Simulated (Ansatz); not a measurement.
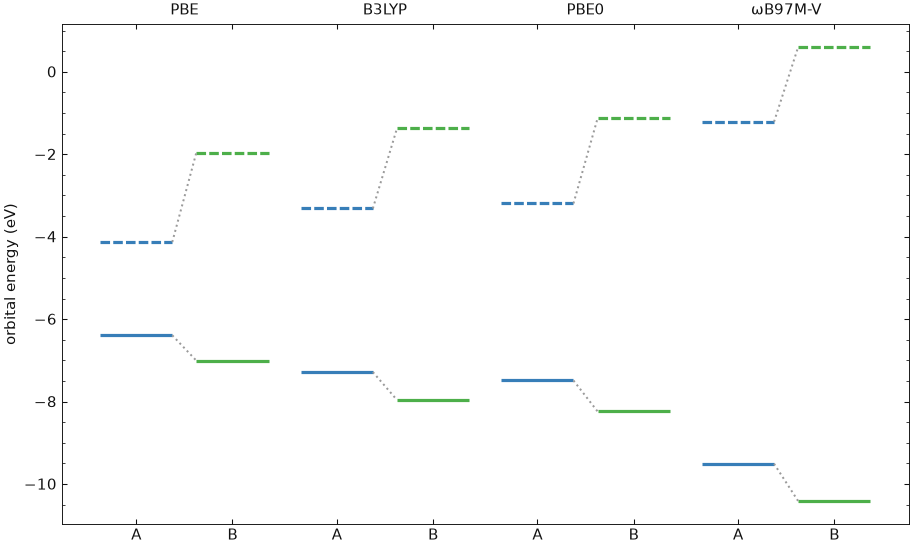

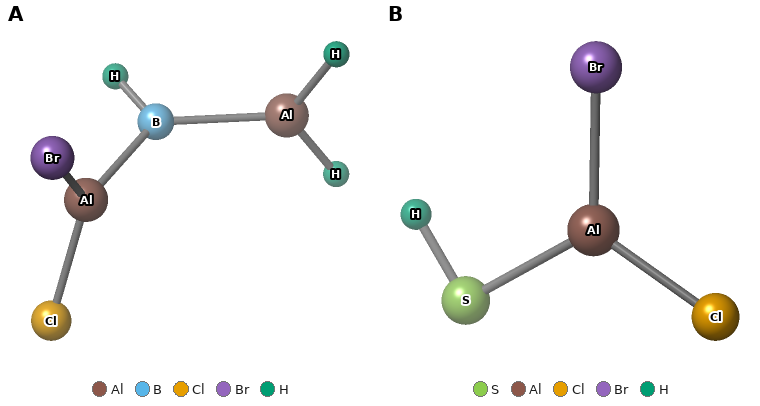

One change: A, Al₂BH₃BrCl (SMILES [AlH2][BH][Al]([Cl])[Br]), becomes B, AlHSBrCl (SMILES [SH][Al]([Cl])[Br]). AlBH₃ (bound through B) on Al is replaced by SH. HOMO (solid) and LUMO (dashed) computed in def2-TZVPP at PBE0-D4/def2-TZVP geometries, both minima by their frequencies, gas phase, the Ansatz code. Empty levels above zero depend strongly on the basis.

Q: What does the change do to HOMO and LUMO?

A: PBE: the HOMO falls by 0.61 eV, the LUMO rises by 2.17 eV, and the separation goes from 2.26 to 5.05 eV. B3LYP: the HOMO falls by 0.68 eV, the LUMO rises by 1.94 eV, and the separation goes from 3.97 to 6.59 eV. PBE0: the HOMO falls by 0.75 eV, the LUMO rises by 2.06 eV, and the separation goes from 4.30 to 7.11 eV. ωB97M-V: the HOMO falls by 0.91 eV, the LUMO rises by 1.81 eV, and the separation goes from 8.30 to 11.01 eV.

Q: Do the functionals agree on the effect?

A: They agree on the direction for both levels; the HOMO shift lies between −0.91 and −0.61 eV and the LUMO shift between 1.81 and 2.17 eV, while the separations themselves differ by up to 6.0 eV between functionals.

Known limits of this run: one conformer of each flexible molecule.
